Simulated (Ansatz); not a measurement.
## Electronic structure of Se2Si (charge +1, doublet) in real space

Input

```
crystal:
  periodic: [false, false, false]
  atoms:
    - {symbol: Si, position_ang: [0.000004, -0.000001, 0.000004]}
    - {symbol: Se, position_ang: [-0.071683, -0.143132, 2.095350]}
    - {symbol: Se, position_ang: [0.071669, 0.143133, -2.095343]}
basis:
  gaussian: {orbitals: def2-TZVP, initial_orbitals: start.molden}
total_charge: 1
magnetization: {spin_polarized: true, initial_magnetization: 1}
hamiltonian: {xc: pbe0, dispersion: d4}
scf: {omitted_lower_state_checks: [starts]}
output: {orbitals: {seedname: orbitals}}
```

Run with:

```sh
ansatz run in.yaml --threads 2 --pin off --events-out ev --progress --plain --max-ram 32768MiB --backend cpu
```

Geometry: PBE-D4/def2-TZVP; ⟨S²⟩ = 0.81, above the pure value of 0.75.

Level of theory: Ansatz 0.2.0, UKS PBE0-D4/def2-TZVP.

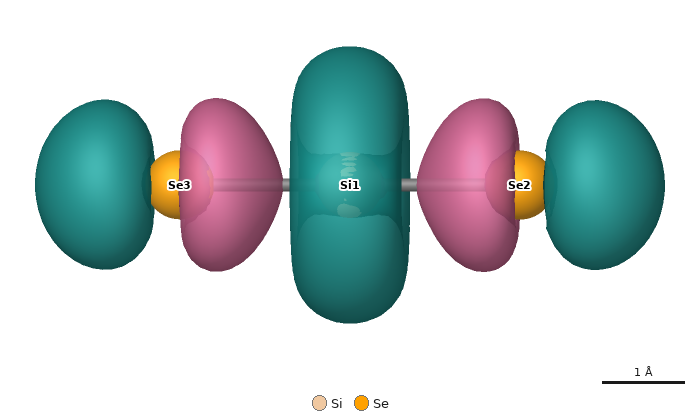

Figure 1. The LUMO (α) at ±0.1 Å⁻³ᐟ² (teal and pink are the two phases), seen from one side.

Q: What is the character of this orbital?

A: Its weight (Hirshfeld) is mainly on Si1 (about 40 %), Se2 (about 30 %) and Se3 (about 30 %); it is of σ type; it is gerade (even under inversion). Its energy is −8.26 eV.

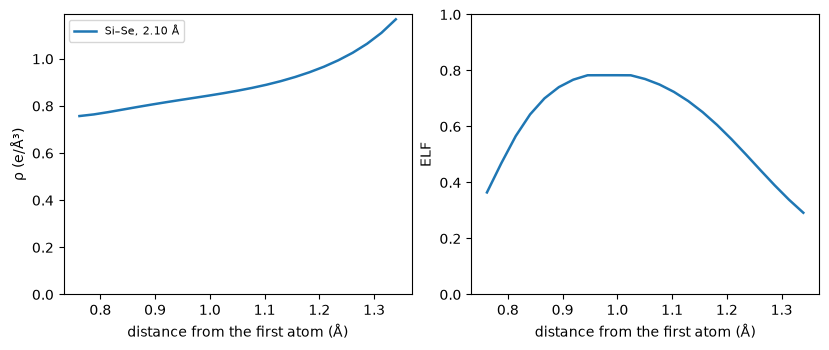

Figure 2. Electron density and electron localisation function along straight lines between neighbouring atoms. The curves leave out the atomic cores.

Q: What kind of bonding do the profiles show?

A: Si–Se (2.10 Å): ρ at the midpoint is about 0.86 e/Å³; the ELF peaks at about 0.80 between the atoms; localised, covalent bonding.
